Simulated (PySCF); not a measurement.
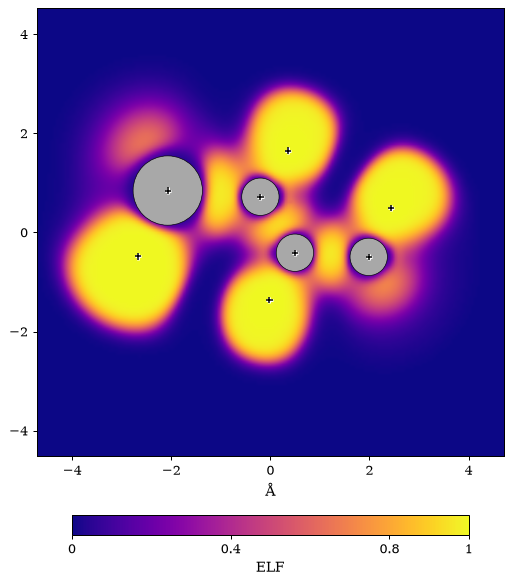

The electron localisation function on a plane through atoms (crosses mark nuclei in the plane; grey discs cover the cores).

Theory: PBE0/pcSseg-1, SCF density, gas phase, non-relativistic (PySCF 2.14.0).

Candidates:
A. C5H7ClO
B. C9H9O (charge −1)
C. C6H16NPSi

> Which candidate gave the map?

Candidate C: C6H16NPSi on the plane of atoms C6, C8 and H22, which holds C, Si and H. C–C (1.33 Å): the ELF peaks at about 0.90 between the atoms; a short, multiple covalent bond.
